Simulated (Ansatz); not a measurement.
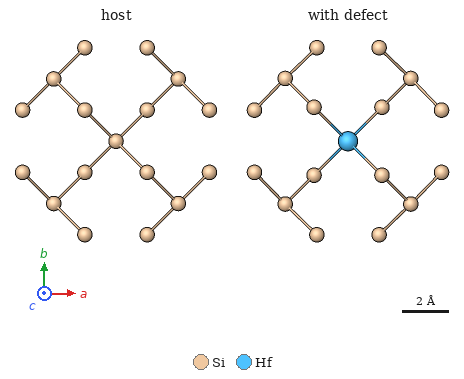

Left: perfect Si. Right: the same region with one point defect, after relaxing the atoms in a supercell of 54 sites. The picture is a ball-and-stick view of the atoms within 4.6 Å of one point, in a slice 4.2 Å thick across the line of sight, seen along the c axis.

Level of theory: Ansatz, DFT, PBE, plane-wave PAW, default files, scalar-relativistic. Settings: plane-wave cutoff 420 eV; k-point mesh 2 × 2 × 2; occupations fermi dirac; smearing width 0.01 eV; no spin polarisation. The axes drawn are those of the host's conventional cell.

Which defect is it?

A silicon atom is replaced by hafnium.

The charge state of the cell is 0.

What does the relaxation do around it?

In the host the Si atom has 4 Si at 2.35 Å; the Hf atom ends with 4 Si at 2.56 Å. Of the host's atoms, a silicon atom moves furthest from its site, by 0.21 Å. Relaxing the atoms from the host's sites lowers the energy by 1.41 eV.
